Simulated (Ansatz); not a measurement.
## Electronic structure of MoO3 in real space

```xyz
4

Mo   -0.3734    0.2160   -0.5232
O    -1.7088    0.9383    0.1816
O     0.6933   -1.2080    0.1587
O     1.3889    0.0538    0.1829
```

Geometry: r2SCAN-D4/def2-TZVP; core potentials replace the inner electrons of Mo.

Level of theory: RKS PBE0-D4/def2-TZVP in Ansatz.

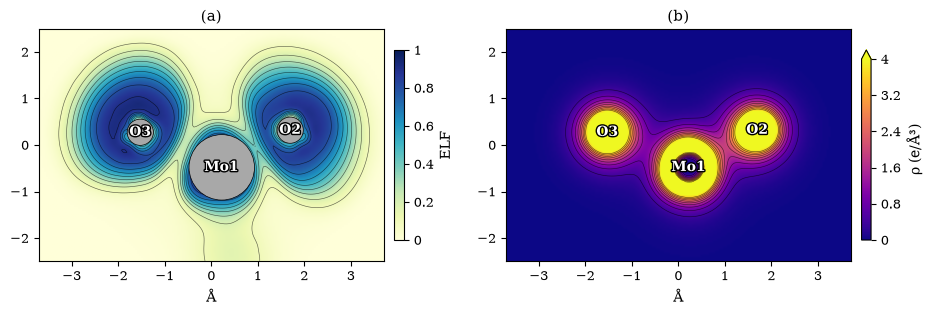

Figure 1. (a) electron localisation function; (b) electron density on the plane of atoms O2, Mo1 and O3. Grey discs cover the atomic cores in the ELF map.

Describe what can be read from this map.

- The plane passes through Mo and O nuclei.
- Mo–O (1.67 Å): ρ at the midpoint is about 2 e/Å³; the ELF peaks at about 0.80 in the valence shell of O, 0.5 Å from its nucleus, and drops to about 0.40 between the two atoms.
- Mo–O (1.91 Å): the density is about 1.1 e/Å³ at the midpoint; the ELF peaks at about 0.80 in the valence shell of O, 0.5 Å from its nucleus, and drops to about 0.25 between the two atoms.

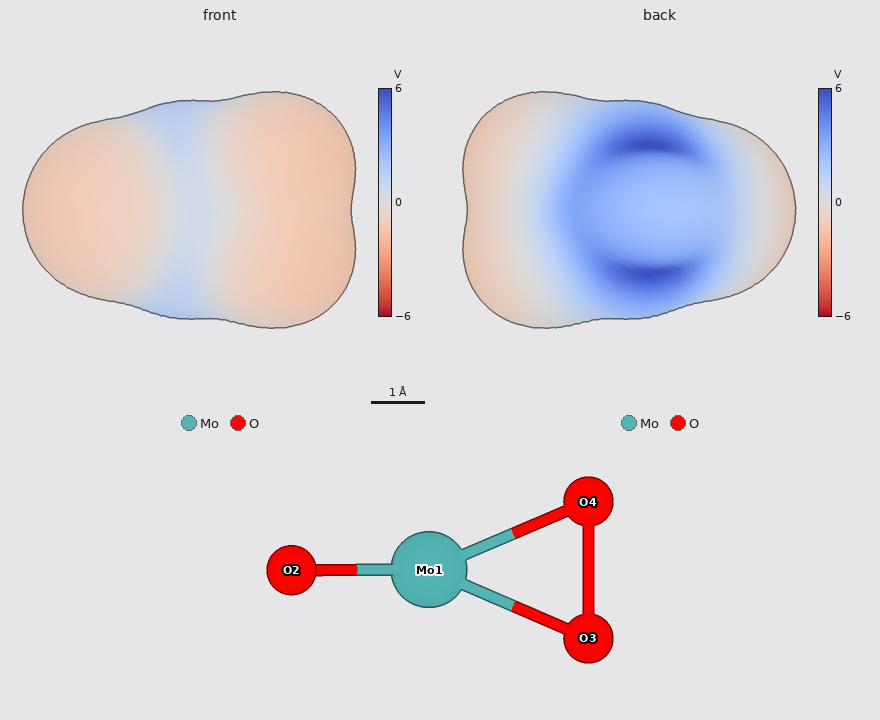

Figure 2. The molecular electrostatic potential painted on the density surface at 0.002 e/bohr³, seen from the front and from behind; the colour scale runs from red (negative) to blue (positive). The bare structure is drawn below in the same view.

Where is the surface potential most negative and most positive?

The most negative region (about −1.3 V, or −30 kcal/mol for a unit charge) lies over O3 and O4, the most positive (about +5.7 V, or +131 kcal/mol for a unit charge) over Mo1.

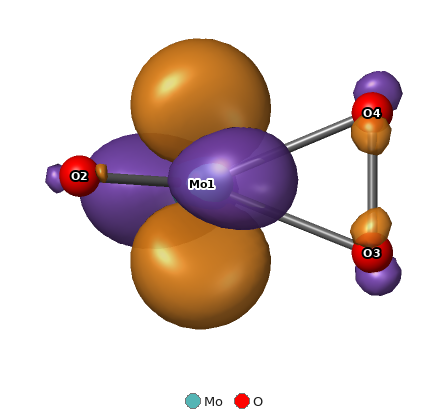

Figure 3. One frontier orbital at ±0.2 Å⁻³ᐟ² (orange and purple are the two phases), seen at an oblique angle.

Which orbital is it: HOMO or LUMO?

The HOMO, at −6.20 eV. Its weight (Hirshfeld) is mainly on Mo1 (about 90 %).
